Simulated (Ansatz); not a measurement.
# BCl (SMILES [B]Cl): FCI/STO-3G

What is the vertical ionisation energy of BCl at FCI/STO-3G? 

The results are computed with Ansatz 0.2.0.

41 further runs of the same task are left out: 1 that didn't finish, 40 set aside as unsound or not needed.

## (1) The system as given

The species is BCl (2 atoms), meant as a singlet with charge 0. SMILES: `[B]Cl`. Geometry: relaxed at GFN2-xTB.

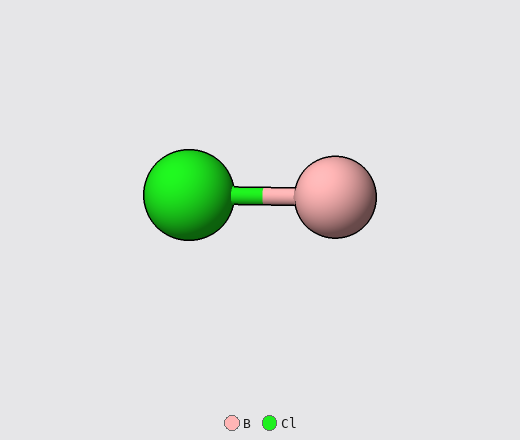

Viewed from a chosen angle; boron pink, chlorine green.

## (2) A single-point energy at FCI/STO-3G

File job.yaml:

```yaml
crystal:
  periodic: [false, false, false]
  atoms:
    - {symbol: B, position_ang: [0.000000, 0.000000, 0.000000]}
    - {symbol: Cl, position_ang: [0.000000, 0.000000, 1.578530]}
basis:
  gaussian:
    orbitals: STO-3G
correlation:
  method: fci
  frozen_orbitals: {B: 1, Cl: 5}
accuracy: high
```

Launch:

```bash
ansatz run job.yaml --threads 1 --pin off --max-ram 2610MiB --events-out events.jsonl --progress --plain --runs-dir runs
```

Log:

```text
Warning: RAYON_NUM_THREADS=1 ignored (pool sized by the plan → 1); use --threads N
Functional definition: HF
  name "HF"
  exchange = exact_x
  correlation = 0
224 factors; integrals over basis functions are off by at most 2.2e-8 eV
mean field evaluation 1: about -13029.0320 eV, gradient 1.0e1 eV
mean field evaluation 2: about -13029.0506 eV, gradient 9.9e0 eV
mean field evaluation 4: about -13029.5049 eV, gradient 4.3e-1 eV
mean field evaluation 8: about -13029.5056 eV, gradient 2.3e-6 eV
mean field -13029.50564165 eV, -478.8255006147 hartree, gradient 7.6e-8 eV, S^2 0.000000; 0 other end points of the search recorded, 0 dependent functions left out; unrestricted orbitals would lower it
mean field evaluation 16: about -13029.6021 eV, gradient 2.0e-2 eV
6 core orbitals not correlated: weight in the atoms' cores, before any rotation towards them, 1.000 or more for the frozen orbitals, at most 0.000 for the correlated occupied ones
reference -13029.50564165 eV, -478.8255006147 hartree; 5, 5 occupied and 3, 3 virtual orbitals, 224 factors
state -13031.22642178 eV, -478.8887381178 hartree
Total energy: -13031.22642178 eV, -478.8887381178 hartree
```

Wall time 0.2 s (1 thread of Intel Xeon Platinum 8375C at 2.90GHz (Ice Lake), shared host).

## (3) The doublet cation at the same level

File molecule.yaml:

```yaml
crystal:
  periodic: [false, false, false]
  atoms:
    - {symbol: B, position_ang: [0.000000, 0.000000, 0.000000]}
    - {symbol: Cl, position_ang: [0.000000, 0.000000, 1.578530]}
basis:
  gaussian:
    orbitals: STO-3G
total_charge: 1
magnetization:
  spin_polarized: true
  initial_magnetization: 1
correlation:
  method: fci
  frozen_orbitals: {B: 1, Cl: 5}
accuracy: high
```

Launch:

```bash
ansatz run molecule.yaml --threads 1 --pin off --max-ram 2610MiB --events-out events.jsonl --progress --plain --runs-dir runs
```

Log:

```text
Warning: RAYON_NUM_THREADS=1 ignored (pool sized by the plan → 1); use --threads N
[... 4 set-up lines as earlier in the session ...]
224 factors; integrals over basis functions are off by at most 2.2e-8 eV
mean field evaluation 1: about -13019.5140 eV, gradient 1.7e1 eV
mean field evaluation 2: about -13019.5290 eV, gradient 1.7e1 eV
mean field evaluation 4: about -13022.6286 eV, gradient 1.9e0 eV
mean field evaluation 8: about -13022.7035 eV, gradient 2.9e-2 eV
mean field -13022.70347458 eV, -478.5755255853 hartree, gradient 8.4e-8 eV, S^2 0.765684; 0 other end points of the search recorded, 0 dependent functions left out
mean field evaluation 16: about -13022.6521 eV, gradient 2.9e-1 eV
6 core orbitals not correlated: weight in the atoms' cores, before any rotation towards them, 1.000 or more for the frozen orbitals, at most 0.000 for the correlated occupied ones
reference -13022.65211833 eV, -478.5736382781 hartree; 5, 4 occupied and 3, 4 virtual orbitals, 224 factors
state -13024.26516398 eV, -478.6329166123 hartree
Total energy: -13024.26516398 eV, -478.6329166123 hartree
```

Wall time 0.38 s (1 thread of Intel Xeon Platinum 8375C at 2.90GHz (Ice Lake), shared host).

## (4) Outcome

At FCI/STO-3G, 6 core orbitals frozen:

| quantity | value |
| --- | --- |
| singlet BCl: total energy | -478.88874 Eh |
| singlet BCl: correlation energy (6 core orbitals frozen) | -63.2 mEh |
| doublet cation: total energy | -478.63292 Eh |
| doublet cation: correlation energy (6 core orbitals frozen) | -59.3 mEh |
| vertical ionisation energy (to the doublet cation) | 6.961 eV |

In words: The vertical ionisation energy comes to 6.96 eV (161 kcal/mol). In a minimal basis such a difference can be off by several eV, whatever the method. The restricted solution (singlet BCl) is unstable to spin breaking: an unrestricted one lies lower.
